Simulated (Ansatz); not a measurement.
**Hypothetical CdI2 type NbH2: response to strain**

Consider NbH₂ in the CdI2 type structure (space group P-3m1, No. 164; a = 2.8553 Å, c = 4.8060 Å; a hypothetical phase, not in the database extracts checked; layered, stacked along the Cartesian z axis; relaxed with 0.1 eV smearing). Axes: x lies along a and z along c of the hexagonal cell.

Strains are applied to the cell and any free atomic positions relax; under biaxial strain the out-of-plane vector relaxes too.

Method: r2SCAN+rVV10/PAW in Ansatz (a quantum-chemistry and plane-wave program), without spin-orbit coupling.

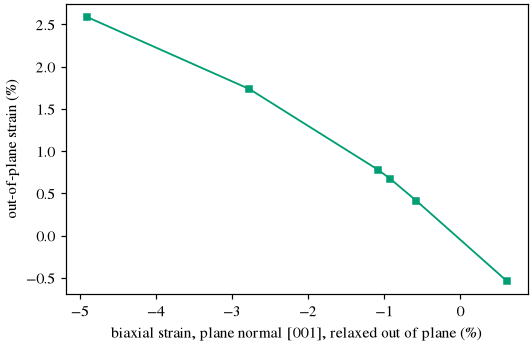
Figure: Out-of-plane strain against biaxial strain, plane normal [001], relaxed out of plane

```csv
"biaxial strain, plane normal [001], relaxed out of plane (%)",out-of-plane strain
-4.91,+2.59 %
-2.77,+1.73 %
-1.08,+0.78 %
-0.92,+0.67 %
-0.58,+0.41 %
0.61,-0.54 %
```

Stability against distortions was not tested. The final runs are not spin-polarised. An odd electron count without spin: NbH2.
